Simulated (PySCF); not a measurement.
C4H12Ge, SMILES [CH3][Ge]([CH3])([CH3])[CH3] at its GFN2-xTB optimised geometry (Å):

```
17

C     -0.9750     1.1768     0.0000
Ge    -0.3128    -0.6968     0.0000
C     -0.9755    -1.6333    -1.6225
C      1.6744    -0.6968     0.0000
C     -0.9750    -1.6334     1.6227
H     -0.6289     1.7085    -0.8815
H     -0.6216     1.7117     0.8766
H     -2.0608     1.2028     0.0044
H     -0.6227    -2.6602    -1.6467
H     -0.6289    -1.1365    -2.5239
H     -2.0612    -1.6493    -1.6427
H      2.0603    -0.1859    -0.8772
H      2.0608    -0.1925     0.8808
H      2.0607    -1.7117    -0.0039
H     -0.6210    -1.1421     2.5243
H     -2.0607    -1.6416     1.6475
H     -0.6297    -2.6630     1.6423
```

Method: PySCF with B3LYP/def2-SVP.

Map of the electron localisation function on the plane z = 1.2 Å:

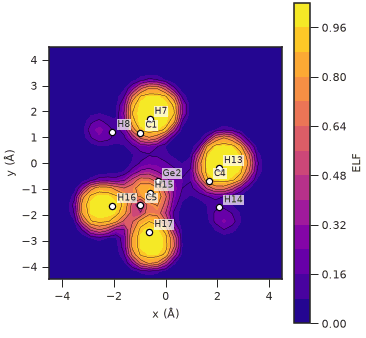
Electron localisation function on the plane z = 1.2 Å.
